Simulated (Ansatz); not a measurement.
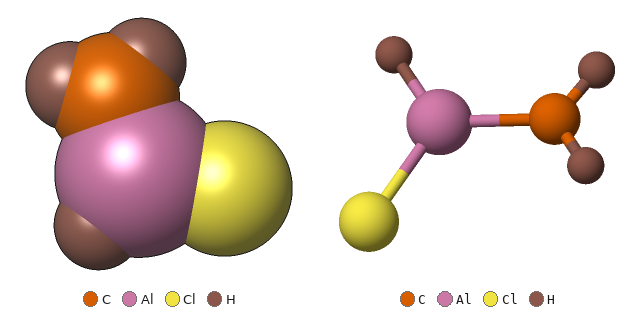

The same structure drawn twice, from different directions.

State: neutral, doublet. The computed structure is the end point of a PBE0-D4/def2-TZVP optimisation. No frequency run is at hand to confirm it as a minimum.

Question: Which formula does it have?

Answer: CH₃AlCl, 6 atoms: 1 carbon, 3 hydrogen, 1 aluminium and 1 chlorine.

Question: How many atoms are distinct by symmetry?

Answer: 6: 1 C, 1 Al, 1 Cl, 1 H, 1 H, 1 H.

Question: Give the symmetry (Schoenflies symbol).

Answer: Cs.

Question: Write the SMILES.

Answer: [CH2][AlH][Cl]
